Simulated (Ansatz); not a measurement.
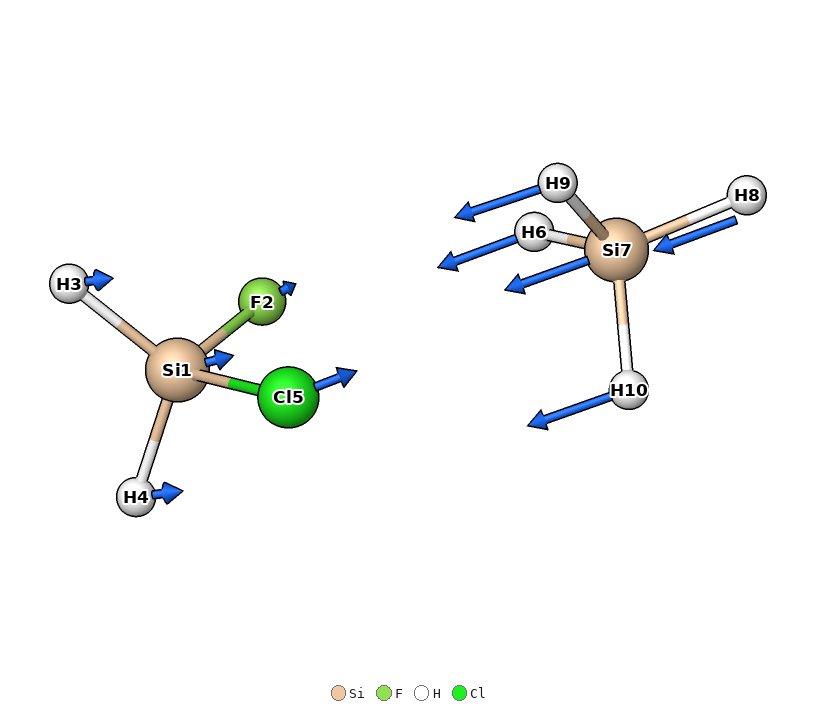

The arrows show one normal mode. Harmonic vibrations computed with RKS PBE0-D4/def2-TZVP (Ansatz 0.2.0) at a stationary point of the same level. It is a saddle point of order 1.

Q: At what wavenumber does it lie?

A: 50 cm⁻¹; it is mode 4 of 24 counted from the lowest.
